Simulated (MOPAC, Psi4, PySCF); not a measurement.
Intermolecular potential of CH3Cl ··· F4Si (SMILES CCl and F[Si](F)(F)F). Monomers: optimised at B3LYP-D3(BJ) (def2-TZVP), held rigid. Orientation: lowest of the rigid-body minima from ten starts at GFN2-xTB. R is the distance of the centres of mass, along which the second monomer moves.

Geometry at R = 3.58 Å (first 5 atoms: monomer A):
```
10

C     -0.1536    -0.0082     0.0022
Cl     1.6381     0.0879    -0.0230
H     -0.4544    -0.5474     0.8953
H     -0.4802    -0.5348    -0.8894
H     -0.5499     1.0025     0.0150
F      1.0296    -3.0617     0.9792
Si     1.7961    -3.4392    -0.3347
F      1.0527    -2.8207    -1.5679
F      3.2572    -2.8759    -0.2677
F      1.8437    -4.9988    -0.4821
```

- RKS-M06-2X/6-31G* = restricted M06-2X/6-31G*, spherical d, no counterpoise correction (PySCF)
- AM1, restricted, heats of formation (MOPAC)
- MP2/aug-cc-pVDZ = DF-MP2/aug-cc-pVDZ, frozen core, counterpoise-corrected (Psi4)
- HF/aug-cc-pVDZ, counterpoise-corrected (Psi4)
- SCS-MP2/aug-cc-pVDZ = DF-SCS-MP2/aug-cc-pVDZ, frozen core, counterpoise-corrected run with Psi4

Interaction energies in kcal/mol (negative: bound); R is the distance of the centres of mass, d the H4···F8 distance.

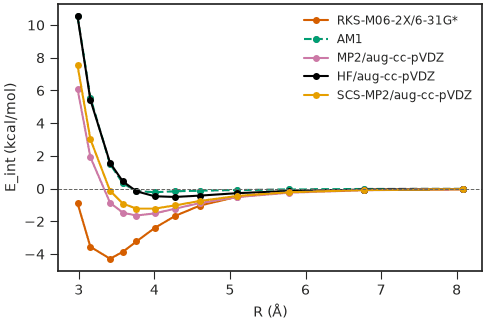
*Interaction energy against separation.*

```json
[
 {"R / Å": "2.98", "d / Å": "2.30", "RKS-M06-2X/6-31G*": "-0.89", "AM1": "10.54", "MP2/aug-cc-pVDZ": "6.10", "HF/aug-cc-pVDZ": "10.53", "SCS-MP2/aug-cc-pVDZ": "7.53"},
 {"R / Å": "3.15", "d / Å": "2.45", "RKS-M06-2X/6-31G*": "-3.55", "AM1": "5.57", "MP2/aug-cc-pVDZ": "1.93", "HF/aug-cc-pVDZ": "5.43", "SCS-MP2/aug-cc-pVDZ": "3.02"},
 {"R / Å": "3.41", "d / Å": "2.68", "RKS-M06-2X/6-31G*": "-4.29", "AM1": "1.51", "MP2/aug-cc-pVDZ": "-0.86", "HF/aug-cc-pVDZ": "1.58", "SCS-MP2/aug-cc-pVDZ": "-0.13"},
 {"R / Å": "3.58", "d / Å": "2.83", "RKS-M06-2X/6-31G*": "-3.87", "AM1": "0.32", "MP2/aug-cc-pVDZ": "-1.48", "HF/aug-cc-pVDZ": "0.44", "SCS-MP2/aug-cc-pVDZ": "-0.92"},
 {"R / Å": "3.76", "d / Å": "3.00", "RKS-M06-2X/6-31G*": "-3.23", "AM1": "-0.15", "MP2/aug-cc-pVDZ": "-1.64", "HF/aug-cc-pVDZ": "-0.16", "SCS-MP2/aug-cc-pVDZ": "-1.22"},
 {"R / Å": "4.00", "d / Å": "3.22", "RKS-M06-2X/6-31G*": "-2.41", "AM1": "-0.22", "MP2/aug-cc-pVDZ": "-1.52", "HF/aug-cc-pVDZ": "-0.47", "SCS-MP2/aug-cc-pVDZ": "-1.22"},
 {"R / Å": "4.27", "d / Å": "3.48", "RKS-M06-2X/6-31G*": "-1.67", "AM1": "-0.16", "MP2/aug-cc-pVDZ": "-1.23", "HF/aug-cc-pVDZ": "-0.51", "SCS-MP2/aug-cc-pVDZ": "-1.03"},
 {"R / Å": "4.60", "d / Å": "3.79", "RKS-M06-2X/6-31G*": "-1.03", "AM1": "-0.12", "MP2/aug-cc-pVDZ": "-0.88", "HF/aug-cc-pVDZ": "-0.43", "SCS-MP2/aug-cc-pVDZ": "-0.75"},
 {"R / Å": "5.09", "d / Å": "4.26", "RKS-M06-2X/6-31G*": "-0.50", "AM1": "-0.09", "MP2/aug-cc-pVDZ": "-0.52", "HF/aug-cc-pVDZ": "-0.28", "SCS-MP2/aug-cc-pVDZ": "-0.45"},
 {"R / Å": "5.78", "d / Å": "4.93", "RKS-M06-2X/6-31G*": "-0.19", "AM1": "-0.05", "MP2/aug-cc-pVDZ": "-0.25", "HF/aug-cc-pVDZ": "-0.15", "SCS-MP2/aug-cc-pVDZ": "-0.22"},
 {"R / Å": "6.77", "d / Å": "5.90", "RKS-M06-2X/6-31G*": "-0.06", "AM1": "-0.02", "MP2/aug-cc-pVDZ": "-0.10", "HF/aug-cc-pVDZ": "-0.06", "SCS-MP2/aug-cc-pVDZ": "-0.09"},
 {"R / Å": "8.08", "d / Å": "7.19", "RKS-M06-2X/6-31G*": "-0.03", "AM1": "-0.01", "MP2/aug-cc-pVDZ": "-0.04", "HF/aug-cc-pVDZ": "-0.02", "SCS-MP2/aug-cc-pVDZ": "-0.03"}
]
```

Lowest grid point: RKS-M06-2X/6-31G* -4.29 kcal/mol at R = 3.41 Å; AM1 -0.22 kcal/mol at R = 4.00 Å; MP2/aug-cc-pVDZ -1.64 kcal/mol at R = 3.76 Å; HF/aug-cc-pVDZ -0.51 kcal/mol at R = 4.27 Å; SCS-MP2/aug-cc-pVDZ -1.22 kcal/mol at R = 4.00 Å.
